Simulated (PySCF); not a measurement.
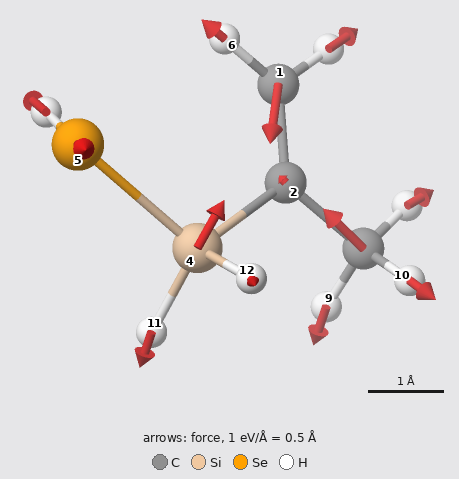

Starting geometry of C3H8SeSi with the computed forces as red arrows. The picture is a ball-and-stick view, seen at a tilt.

The start comes from GFN2-xTB. Its atoms were then displaced at random by about 0.01 Å.

The calculation used PBE0-D3(BJ)/def2-SVP geometry optimisation, gas phase (PySCF 2.14.0, density-fitted response routines). 

> What follows when this structure is relaxed?

It isn't relaxed: the largest force vector, on C atoms, is 1.84 eV/Å. The final displacements have little in common with the starting forces (cosine between the two patterns 0.18). An H atom moves most after the best rigid fit: 0.34 Å. By element the largest moves are H 0.34 Å, Se 0.13 Å, Si 0.08 Å, C 0.07 Å. Among the contacts that change: H–Se 1.406 → 1.471 Å, H–Si 1.440 → 1.496 Å, C–H 1.062 → 1.097 Å, C–Si 1.910 → 1.881 Å. Bond angles that change, for instance: H–Si–H 111.0° → 108.1°, H–C–H 109.4° → 106.4°, H–C–H 110.6° → 107.9°. The energy falls by 0.227 eV in 9 geometry steps.
